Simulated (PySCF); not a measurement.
# IH6: basis, grid and Hamiltonian

Aim: see how much the energy and properties of IH6 depend on the numerical set-up.

Program: PySCF 2.14.0. Level of theory: method and basis as typed in the scripts. These are calculated values, not measurements.

1 further run of the same task is left out (for a known fault of the program).

## Step 1: Where the work starts

IH6: 7 atoms, charge 0, spin multiplicity 2.

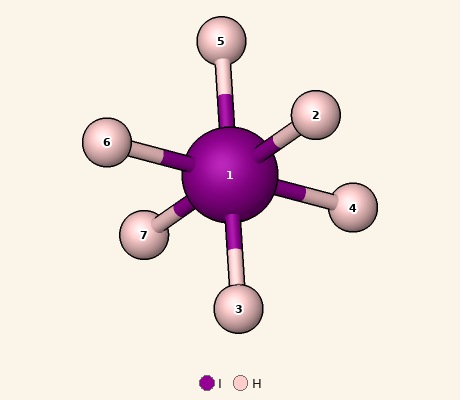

The starting geometry (iodine purple, hydrogen pink); atoms are numbered from 1 in the order of the file.

Geometry (Å):

```xyz
7

I     0.0000    0.0000    0.0000
H     1.2701    0.7333    1.0372
H    -1.2703    0.7330    1.0372
H     0.0002   -1.4669    1.0369
H     1.2703   -0.7330   -1.0372
H    -0.0002    1.4669   -1.0369
H    -1.2701   -0.7333   -1.0372
```

## Step 2: The run that the others are compared with

File input.py:

```python
from pyscf import gto, scf

mol = gto.M(
    atom='I 0 0 0; H 1.2701 0.7333 1.0372; H -1.2703 0.733 1.0372; H 0.0002 -1.4669 1.0369; H 1.2703 -0.733 -1.0372; H -0.0002 1.4669 -1.0369; H -1.2701 -0.7333 -1.0372',
    basis='crenbl',
    ecp={'I': 'crenbl'},
    charge=0,
    spin=1,
    symmetry=True,
    verbose=4,
)
mf = scf.UHF(mol)
mf.kernel()
mf.mulliken_pop()
mf.dip_moment()
print('orbital energies (hartree):', [e[max(0, n-3):n+3].round(4) for e, n in zip(mf.mo_energy, mol.nelec)])
```

Command:

```sh
$ OMP_NUM_THREADS=1 python input.py
```

Its log is not repeated here.

It gives: E(SCF) = -112.391180 Eh, 10 cycles, ⟨S²⟩ = 0.765, μ = 0.00 D.

## Step 3: Cartesian functions on

Variant 1 changes Cartesian functions: off → on.

Edit input.py of step 2 so:

```diff
@@ -9,2 +9,3 @@
     symmetry=True,
+    cart=True,
     verbose=4,
```

Command:

```sh
$ OMP_NUM_THREADS=1 python input.py
```

What it wrote:

```text
[lines on the frontier levels of each cycle are left out]
PySCF version 2.14.0

[INPUT] verbose = 4
[INPUT] num. atoms = 7
[INPUT] num. electrons = 23
[INPUT] charge = 0
[INPUT] spin (= nelec alpha-beta = 2S) = 1
[INPUT] symmetry True subgroup None
[INPUT] Mole.unit = angstrom
[INPUT] Cartesian GTO integrals (6d 10f)
[INPUT] Symbol           X                Y                Z      unit          X                Y                Z       unit  Magmom
[INPUT]  1 I      0.000000000000   0.000000000000   0.000000000000 AA    0.000000000000   0.000000000000   0.000000000000 Bohr   0.0
[INPUT]  2 H      1.270100000000   0.733300000000   1.037200000000 AA    2.400141150810   1.385736167144   1.960023936399 Bohr   0.0
[INPUT]  3 H     -1.270300000000   0.733000000000   1.037200000000 AA   -2.400519096035   1.385169249306   1.960023936399 Bohr   0.0
[INPUT]  4 H      0.000200000000  -1.466900000000   1.036900000000 AA    0.000377945225  -2.772039252124   1.959457018562 Bohr   0.0
[INPUT]  5 H      1.270300000000  -0.733000000000  -1.037200000000 AA    2.400519096035  -1.385169249306  -1.960023936399 Bohr   0.0
[INPUT]  6 H     -0.000200000000   1.466900000000  -1.036900000000 AA   -0.000377945225   2.772039252124  -1.959457018562 Bohr   0.0
[INPUT]  7 H     -1.270100000000  -0.733300000000  -1.037200000000 AA   -2.400141150810  -1.385736167144  -1.960023936399 Bohr   0.0

nuclear repulsion = 32.9895943898319
point group symmetry = Ci
symmetry origin: [0.00000000e+00 3.76346788e-18 0.00000000e+00]
symmetry axis x: [0.15637471 0.62953472 0.76107358]
symmetry axis y: [ 0.94452076  0.13002485 -0.30161909]
symmetry axis z: [ 0.28883817 -0.76601539  0.57427601]
num. orbitals of irrep Ag = 39
num. orbitals of irrep Au = 21
number of shells = 34
number of NR pGTOs = 60
number of NR cGTOs = 60
basis = crenbl
ecp = {'I': 'crenbl'}

******** <class 'pyscf.scf.uhf_symm.SymAdaptedUHF'> ********
method = SymAdaptedUHF
initial guess = minao
damping factor = 0
level_shift factor = 0
DIIS = <class 'pyscf.scf.diis.CDIIS'>
diis_start_cycle = 1
diis_space = 8
diis_damp = 0
SCF conv_tol = 1e-09
SCF conv_tol_grad = None
SCF max_cycles = 50
direct_scf = True
direct_scf_tol = 1e-13
number electrons alpha = 12  beta = 11
Freeze 0 electrons in irreps []
    23 free electrons in irreps Ag Au
Set gradient conv threshold to 3.16228e-05
init E= -99.0290567621744

cycle= 1 E= -112.08254288536  delta_E= -13.1  |g|= 1.09  |ddm|= 8.02
cycle= 2 E= -112.346364557182  delta_E= -0.264  |g|= 0.433  |ddm|= 2.92
cycle= 3 E= -112.40032286199  delta_E= -0.054  |g|= 0.0217  |ddm|= 1.11
cycle= 4 E= -112.400819343695  delta_E= -0.000496  |g|= 0.00829  |ddm|= 0.112
cycle= 5 E= -112.400948540904  delta_E= -0.000129  |g|= 0.00419  |ddm|= 0.0607
cycle= 6 E= -112.400993278443  delta_E= -4.47e-05  |g|= 0.00125  |ddm|= 0.0292
cycle= 7 E= -112.400997015986  delta_E= -3.74e-06  |g|= 0.000131  |ddm|= 0.00686
cycle= 8 E= -112.400997040908  delta_E= -2.49e-08  |g|= 3.2e-05  |ddm|= 0.00223
cycle= 9 E= -112.40099704252  delta_E= -1.61e-09  |g|= 3.59e-06  |ddm|= 0.000233
cycle= 10 E= -112.400997042538  delta_E= -1.84e-11  |g|= 4.85e-07  |ddm|= 0.000167
Extra cycle  E= -112.400997042538  delta_E= -1.71e-13  |g|= 1.79e-07  |ddm|= 1.09e-05
converged SCF energy = -112.400997042538  <S^2> = 0.76514075  2S+1 = 2.0150839
 ** Mulliken pop       alpha | beta **
pop of  0  I 5s       -0.74389 | -0.24522
pop of  0  I 6s        0.89044 | 0.25042
pop of  0  I 7s        0.38489 | 0.52172
pop of  0  I 5px      -0.03490 | -0.04114
pop of  0  I 5py      -0.03490 | -0.04114
pop of  0  I 5pz      -0.03490 | -0.04114
pop of  0  I 6px       0.35117 | 0.40336
pop of  0  I 6py       0.35117 | 0.40335
pop of  0  I 6pz       0.35117 | 0.40336
pop of  0  I 7px       0.28192 | 0.33179
pop of  0  I 7py       0.28193 | 0.33180
pop of  0  I 7pz       0.28193 | 0.33179
pop of  0  I 4dxx      0.15841 | 0.15803
pop of  0  I 4dxy      0.23573 | 0.23617
pop of  0  I 4dxz      0.23841 | 0.23937
pop of  0  I 4dyy      0.15841 | 0.15803
pop of  0  I 4dyz      0.23841 | 0.23937
pop of  0  I 4dzz      0.15707 | 0.15643
pop of  0  I 5dxx      0.15568 | 0.16029
pop of  0  I 5dxy      0.24950 | 0.25068
pop of  0  I 5dxz      0.24972 | 0.25063
pop of  0  I 5dyy      0.15568 | 0.16029
pop of  0  I 5dyz      0.24972 | 0.25063
pop of  0  I 5dzz      0.15557 | 0.16032
pop of  0  I 6dxx      0.30881 | 0.30038
pop of  0  I 6dxy      0.43100 | 0.42898
pop of  0  I 6dxz      0.43032 | 0.42824
pop of  0  I 6dyy      0.30880 | 0.30038
pop of  0  I 6dyz      0.43032 | 0.42824
pop of  0  I 6dzz      0.30914 | 0.30076
pop of  0  I 7dxx      0.19505 | 0.19963
pop of  0  I 7dxy      0.10606 | 0.11096
pop of  0  I 7dxz      0.12615 | 0.13537
pop of  0  I 7dyy      0.19505 | 0.19963
pop of  0  I 7dyz      0.12613 | 0.13534
pop of  0  I 7dzz      0.18501 | 0.18742
pop of  1  H 1s        0.00310 | 0.00243
pop of  1  H 2s        0.05391 | 0.04090
pop of  1  H 3s        0.32609 | 0.26737
pop of  1  H 4s        0.30355 | 0.15853
pop of  2  H 1s        0.00310 | 0.00243
pop of  2  H 2s        0.05391 | 0.04090
pop of  2  H 3s        0.32609 | 0.26737
pop of  2  H 4s        0.30355 | 0.15853
pop of  3  H 1s        0.00310 | 0.00243
pop of  3  H 2s        0.05390 | 0.04090
pop of  3  H 3s        0.32607 | 0.26737
pop of  3  H 4s        0.30356 | 0.15856
pop of  4  H 1s        0.00310 | 0.00243
pop of  4  H 2s        0.05391 | 0.04090
pop of  4  H 3s        0.32609 | 0.26737
pop of  4  H 4s        0.30355 | 0.15853
pop of  5  H 1s        0.00310 | 0.00243
pop of  5  H 2s        0.05390 | 0.04090
pop of  5  H 3s        0.32607 | 0.26737
pop of  5  H 4s        0.30356 | 0.15856
pop of  6  H 1s        0.00310 | 0.00243
pop of  6  H 2s        0.05391 | 0.04090
pop of  6  H 3s        0.32609 | 0.26737
pop of  6  H 4s        0.30355 | 0.15853
In total            12.00000 | 11.00000
 ** Mulliken atomic charges   ( Nelec_alpha | Nelec_beta ) **
charge of  0I =      0.93532  (     7.88016      8.18451 )
charge of  1H =     -0.15588  (     0.68665      0.46924 )
charge of  2H =     -0.15589  (     0.68664      0.46924 )
charge of  3H =     -0.15589  (     0.68663      0.46926 )
charge of  4H =     -0.15589  (     0.68664      0.46924 )
charge of  5H =     -0.15589  (     0.68663      0.46926 )
charge of  6H =     -0.15588  (     0.68665      0.46924 )
Dipole moment(X, Y, Z, Debye): -0.00000, -0.00000, -0.00000
orbital energies (hartree): [array([-0.4066, -0.4066, -0.2484,  0.0898,  0.0898,  0.0898]), array([-0.6369, -0.3519, -0.3519, -0.0019,  0.1327,  0.1327])]
```

Run time: 1.4 s. Hardware: 1 thread of Arm Neoverse N1, shared host.

Result: E(SCF) = -112.400997 Eh (-0.2671 eV from the base), 10 cycles, ⟨S²⟩ = 0.765, μ = 0.00 D.

## Step 4: Sbkjc

Variant 2 changes basis set: crenbl → sbkjc. The core potential changes with it: totals don't compare.

Edit input.py of step 2 so:

```diff
@@ -4,4 +4,4 @@
     atom='I 0 0 0; H 1.2701 0.7333 1.0372; H -1.2703 0.733 1.0372; H 0.0002 -1.4669 1.0369; H 1.2703 -0.733 -1.0372; H -0.0002 1.4669 -1.0369; H -1.2701 -0.7333 -1.0372',
-    basis='crenbl',
-    ecp={'I': 'crenbl'},
+    basis='sbkjc',
+    ecp={'I': 'sbkjc'},
     charge=0,
```

Command:

```sh
$ OMP_NUM_THREADS=1 python input.py
```

What it wrote:

```text
[lines on the frontier levels of each cycle are left out]
[... 4 set-up lines left out, the same as in an earlier log ...]
[INPUT] num. electrons = 13
[... 13 set-up lines left out, the same as in an earlier log ...]
nuclear repulsion = 15.314274569823
[... 5 set-up lines left out, the same as in an earlier log ...]
num. orbitals of irrep Ag = 8
num. orbitals of irrep Au = 12
number of shells = 16
number of NR pGTOs = 38
number of NR cGTOs = 20
basis = sbkjc
ecp = {'I': 'sbkjc'}
[... 15 set-up lines left out, the same as in an earlier log ...]
number electrons alpha = 7  beta = 6
[... 1 set-up line left out, the same as in an earlier log ...]
    13 free electrons in irreps Ag Au
[... 1 set-up line left out, the same as in an earlier log ...]
init E= -13.5360687944664

cycle= 1 E= -14.0296899658739  delta_E= -0.494  |g|= 0.153  |ddm|= 3.45
cycle= 2 E= -14.0531750463232  delta_E= -0.0235  |g|= 0.0314  |ddm|= 0.337
cycle= 3 E= -14.0546027480305  delta_E= -0.00143  |g|= 0.017  |ddm|= 0.0529
cycle= 4 E= -14.0553152658914  delta_E= -0.000713  |g|= 0.00474  |ddm|= 0.0583
cycle= 5 E= -14.0553738487449  delta_E= -5.86e-05  |g|= 0.00032  |ddm|= 0.0205
cycle= 6 E= -14.0553740243929  delta_E= -1.76e-07  |g|= 1.05e-05  |ddm|= 0.00128
cycle= 7 E= -14.0553740245568  delta_E= -1.64e-10  |g|= 9.93e-07  |ddm|= 4.09e-05
Extra cycle  E= -14.0553740245578  delta_E= -1.07e-12  |g|= 2.94e-07  |ddm|= 2.24e-06
converged SCF energy = -14.0553740245578  <S^2> = 0.77148254  2S+1 = 2.0213684
 ** Mulliken pop       alpha | beta **
pop of  0 I 5s        0.90780 | 0.79125
pop of  0 I 6s       -0.09302 | 0.11666
pop of  0 I 5px       0.53338 | 0.62576
pop of  0 I 5py       0.53339 | 0.62576
pop of  0 I 5pz       0.53339 | 0.62576
pop of  0 I 6px       0.03559 | 0.05047
pop of  0 I 6py       0.03560 | 0.05048
pop of  0 I 6pz       0.03560 | 0.05047
pop of  1 H 1s        0.21137 | 0.15295
pop of  1 H 2s        0.53502 | 0.35761
pop of  2 H 1s        0.21136 | 0.15295
pop of  2 H 2s        0.53502 | 0.35761
pop of  3 H 1s        0.21135 | 0.15295
pop of  3 H 2s        0.53502 | 0.35763
pop of  4 H 1s        0.21136 | 0.15295
pop of  4 H 2s        0.53502 | 0.35761
pop of  5 H 1s        0.21135 | 0.15295
pop of  5 H 2s        0.53502 | 0.35763
pop of  6 H 1s        0.21137 | 0.15295
pop of  6 H 2s        0.53502 | 0.35761
In total             7.00000 | 6.00000
 ** Mulliken atomic charges   ( Nelec_alpha | Nelec_beta ) **
charge of  0I =      1.54169  (     2.52172      2.93659 )
charge of  1H =     -0.25695  (     0.74639      0.51056 )
charge of  2H =     -0.25695  (     0.74638      0.51056 )
charge of  3H =     -0.25695  (     0.74637      0.51058 )
charge of  4H =     -0.25695  (     0.74638      0.51056 )
charge of  5H =     -0.25695  (     0.74637      0.51058 )
charge of  6H =     -0.25695  (     0.74639      0.51056 )
Dipole moment(X, Y, Z, Debye):  0.00000,  0.00000, -0.00000
orbital energies (hartree): [array([-0.3969, -0.3969, -0.2256,  0.109 ,  0.109 ,  0.1091]), array([-0.6466, -0.3209, -0.3209,  0.0459,  0.1669,  0.1669])]
```

Run time: 1 s. Hardware: 1 thread of Arm Neoverse N1, shared host.

This run: E(SCF) = -14.055374 Eh, 7 cycles, ⟨S²⟩ = 0.771, μ = 0.00 D.

## Step 5: All runs together

| run | E(SCF) (hartree) | from base (eV) | cycles | gap, α spin (eV) | SCF dipole (D) | functions |
| --- | --- | --- | --- | --- | --- | --- |
| base | -112.391180 | 0 | 10 | 9.15 | 0.00 | 56 |
| Cartesian functions on | -112.400997 | -0.2671 | 10 | 9.20 | 0.00 | 60 |
| sbkjc | -14.055374 | not comparable | 7 | 9.10 | 0.00 | 20 |

Wall time on 1 thread of Arm Neoverse N1, shared host, start-up included: base 1.4 s; Cartesian functions on 1.4 s; sbkjc 1 s.

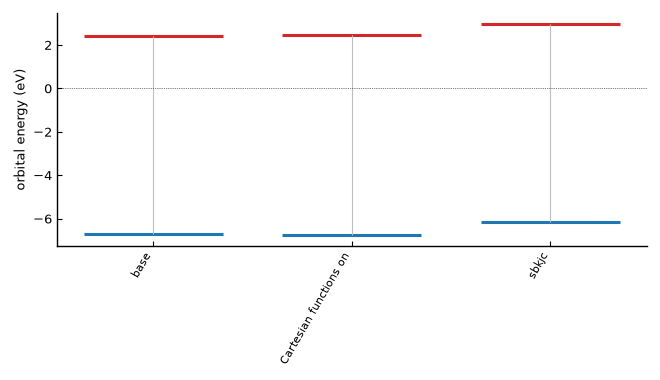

Highest filled (blue) and lowest empty (red) level of each run. Open-shell runs show the α spin alone.

What this shows: Total energies from different bases, Hamiltonians or methods carry different errors, so properties are taken as differences within one set-up.
